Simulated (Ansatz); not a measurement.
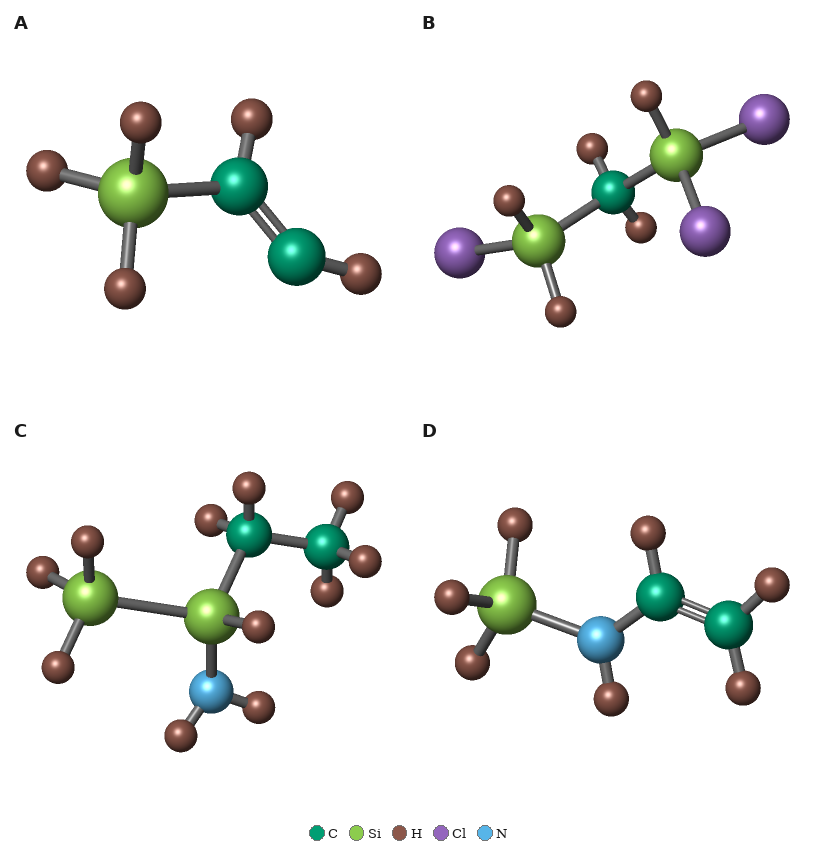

(Drawn from a calculation with Ansatz.)

### Which panel belongs to which SMILES?
(1) Cl[SiH2]C[SiH](Cl)Cl
(2) CC[Si@H](N)[SiH3]
(3) [H]/[C]=C/[SiH3]
(4) C=CN[SiH3]

A is (3), B is (1), C is (2), D is (4).
